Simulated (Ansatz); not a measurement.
## Electronic structure of AlH7Si2 (SMILES [AlH2][SiH2][SiH3]) in real space

Input

```
crystal:
  periodic: [false, false, false]
  atoms:
    - {symbol: Al, position_ang: [-1.944262, 0.657388, -0.847596]}
    - {symbol: Si, position_ang: [0.467248, 0.757678, -0.445847]}
    - {symbol: Si, position_ang: [1.108729, -1.018939, 0.940365]}
    - {symbol: H, position_ang: [-2.518316, -0.186868, -2.063982]}
    - {symbol: H, position_ang: [-2.951764, 1.385062, 0.141214]}
    - {symbol: H, position_ang: [0.874078, 2.023246, 0.232543]}
    - {symbol: H, position_ang: [1.254488, 0.645888, -1.708872]}
    - {symbol: H, position_ang: [2.569752, -1.007159, 1.221015]}
    - {symbol: H, position_ang: [0.378302, -0.940888, 2.235509]}
    - {symbol: H, position_ang: [0.761776, -2.315419, 0.295651]}
basis:
  gaussian: {orbitals: def2-TZVPP}
hamiltonian: {xc: pbe0, dispersion: d4}
output: {orbitals: {seedname: orbitals}}
```

Run with:

```sh
ansatz run in.yaml --threads 2 --pin off --events-out ev --progress --plain --max-ram 4352MiB
```

Geometry: PBE0-D4/def2-TZVP.

Theory: RKS PBE0-D4/def2-TZVPP in Ansatz.

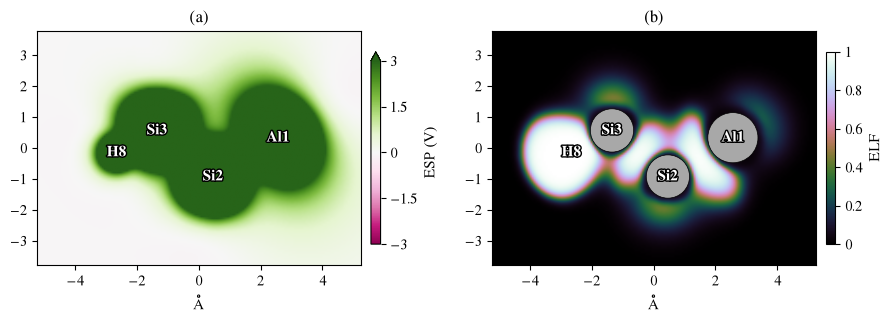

Figure 1. (a) electrostatic potential; (b) electron localisation function on the plane of atoms Al1, Si2 and Si3. Grey discs cover the atomic cores in the ELF map.

**Read the bonding off the picture.**

- The section cuts through Al, Si and H sites.
- Si–Si (2.34 Å): the ELF peaks at about 1 between the atoms; localised, covalent bonding.
- Al–Si (2.45 Å): the ELF peaks at about 1 between the atoms; localised, covalent bonding.
- Si–H (1.49 Å): the ELF climbs to about 1 towards the hydrogen, as it does in any bond to H.
- The potential has no marked negative region in this plane.

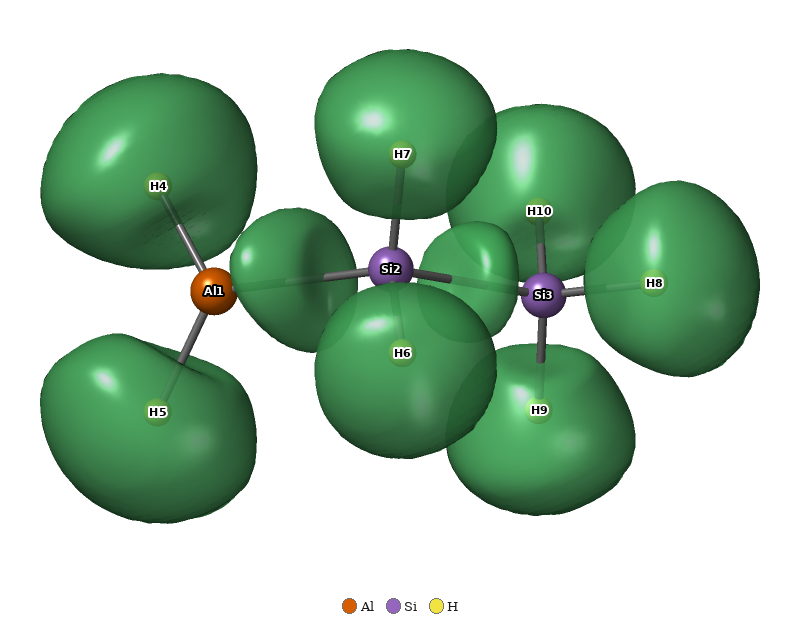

Figure 2. Isosurface of the ELF at 0.85 (green), seen from one side. Core shells and regions of very low density are left out.

**Describe the localisation domains.**

The surface consists of one region between bonded Al–Si atoms (shared pairs), one region between bonded Si–Si atoms (shared pairs) and seven regions around hydrogen nuclei.

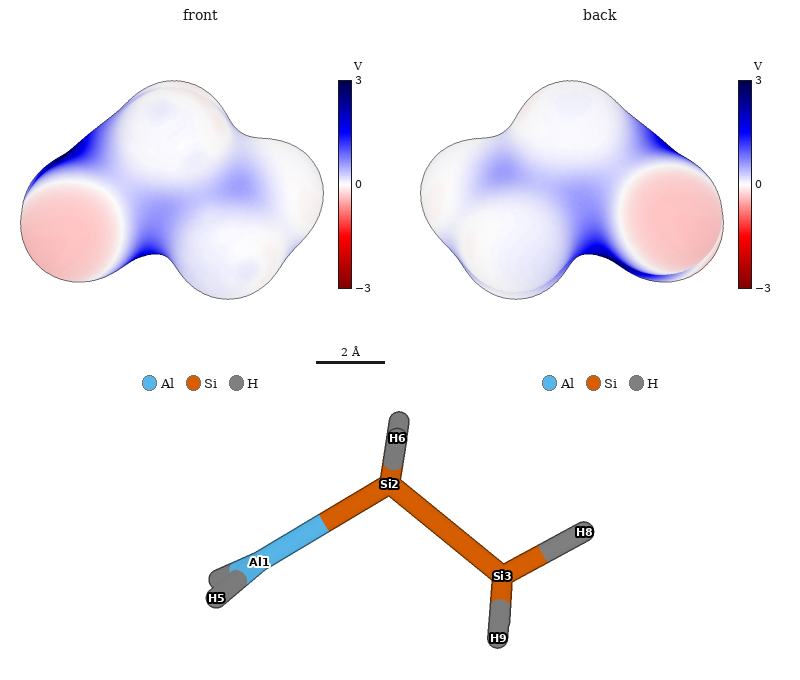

Figure 3. The electrostatic potential painted on the density surface at 0.001 e/bohr³, seen from the front and from behind; the colour scale runs from red (negative) to blue (positive). The bare structure is drawn below in the same view.

**Where is the surface potential most negative and most positive?**

The most negative region (about −0.4 V) lies over H4 and H5, the most positive (about +2.7 V) over Al1.
